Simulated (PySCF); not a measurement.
**Atomic calculation, with input and output: Al⁺**

- system: Al⁺, configuration 1s2 2s2 2p6 3s2, multiplicity 1.
- method: unrestricted B3LYP, def2-QZVPPD, non-relativistic, point nucleus (PySCF)

### Input
```python
from pyscf import gto, scf, dft, mp, cc
import basis_set_exchange as bse
mol = gto.M(atom="Al 0 0 0", charge=1, spin=0, symmetry="D2h",
            basis=gto.basis.parse(bse.get_basis("def2-QZVPPD", elements=["Al"], fmt="nwchem")))
mf = dft.UKS(mol, xc="B3LYP")
mf.irrep_nelec = {'Ag': (3, 3), 'B1u': (1, 1), 'B2u': (1, 1), 'B3u': (1, 1)}
mf.kernel()
```

The script is an equivalent of what the driver set up; the driver started from orbitals of its own, so the log can be shorter than this script's would be, and it computed the properties (radii, ⟨L²⟩, response) afterwards. It held the occupations shell by shell, which the script's counts by irreducible representation don't always enforce.

### The program's output (extracts)
```
damping factor = 0
level_shift factor = 0
DIIS = <class 'pyscf.scf.diis.CDIIS'>
diis_start_cycle = 1
diis_space = 10
diis_damp = 0
SCF conv_tol = 1e-09
SCF conv_tol_grad = None
number electrons alpha = 6  beta = 6
XC functionals = B3LYP
    P. J. Stephens, F. J. Devlin, C. F. Chabalowski, and M. J. Frisch.,  J. Phys. Chem. 98, 11623 (1994)
cycle= 1 E= -242.173406698409  delta_E= -0.00661  |g|= 0.00997  |ddm|= 0.174
cycle= 2 E= -242.173413259314  delta_E= -6.56e-06  |g|= 0.00428  |ddm|= 0.00738
cycle= 3 E= -242.173415146996  delta_E= -1.89e-06  |g|= 0.000572  |ddm|= 0.0016
cycle= 4 E= -242.173415181714  delta_E= -3.47e-08  |g|= 1.89e-06  |ddm|= 0.000287
cycle= 5 E= -242.173415181716  delta_E= -1.82e-12  |g|= 4.96e-07  |ddm|= 8.1e-06
converged SCF energy = -242.173415181716  <S^2> = -3.5527137e-15  2S+1 = 1
```

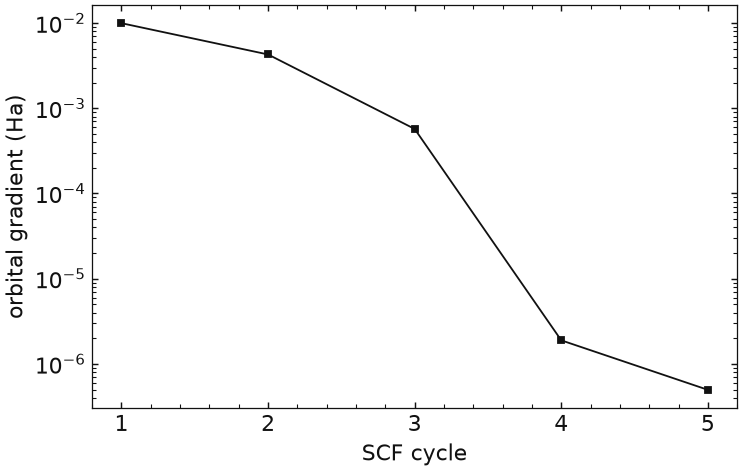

Figure 1. Convergence: orbital gradient against the SCF cycle. The residual falls at every step. It goes from 0.010 to 5.0×10⁻⁷ in 5 steps.

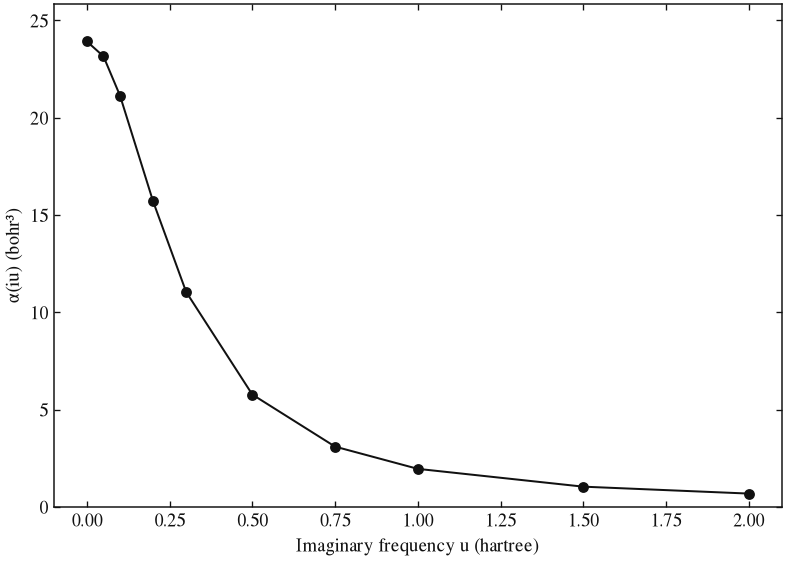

Figure 2. Dipole polarisability at imaginary frequency of Al⁺ ([Ne] 3s²). Coupled response at the B3LYP level; PySCF, def2-QZVPPD, non-relativistic, unrestricted single determinants, no spin-orbit coupling. The static dipole polarisability is 23.9 bohr³; α(iu) falls to half of it near u = 0.28 hartree. The Casimir–Polder integral gives C₆ = 120 hartree bohr⁶ for two such species.

### Results in brief

```
             quantity                      value
              outcome                  converged
         total energy        −242.173415 hartree
       kinetic energy         241.602232 hartree
static polarisability                 23.9 bohr³
  C₆ of the like pair          120 hartree bohr⁶
       SCF iterations                          5
             hardware  1 CPU thread, shared host
             CPU time    2.6 s (integrals apart)
```
